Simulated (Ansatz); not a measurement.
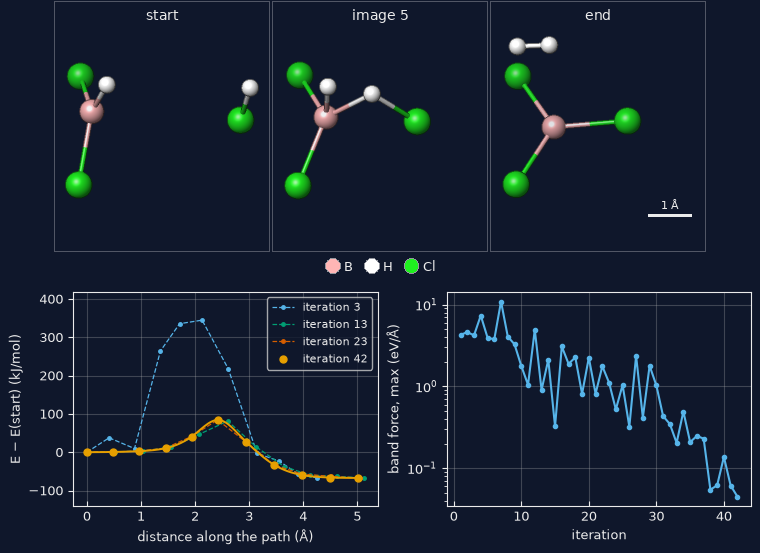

A search for the minimum-energy path of BH2Cl3, made up at the start of BHCl₂ and HCl by the nudged elastic band. Images are numbered from 0 (start) to 10 (end). The plot follows the band through its iterations. A ball-and-stick model, seen at a tilt.

These are results of RKS PBE/6-31G* (Ansatz), not measurements. Run with 9 movable images; climbing image; force threshold 0.05 eV/Å; iteration limit 60; starting path by straight interpolation.

**How did the profile develop, and is the result final?**

The run is converged, with reservations. The band converged in 42 iterations. The largest component of the band force went from 4.3 to 0.045 eV/Å. The climbing image converged on the top of the path. Its curvatures weren't checked. The straight starting path can push atoms close together and costs iterations. The first iteration put the highest image at 578.0 kJ/mol. The highest point, image 5, lies 84.3 kJ/mol above the start and 151.4 kJ/mol above the end; the end is at −67.1 kJ/mol relative to the start.

Limits of the set-up: the start holds two separate molecules, 3.4 Å apart at their closest, whose relative position is a soft coordinate and is computed without a dispersion correction.
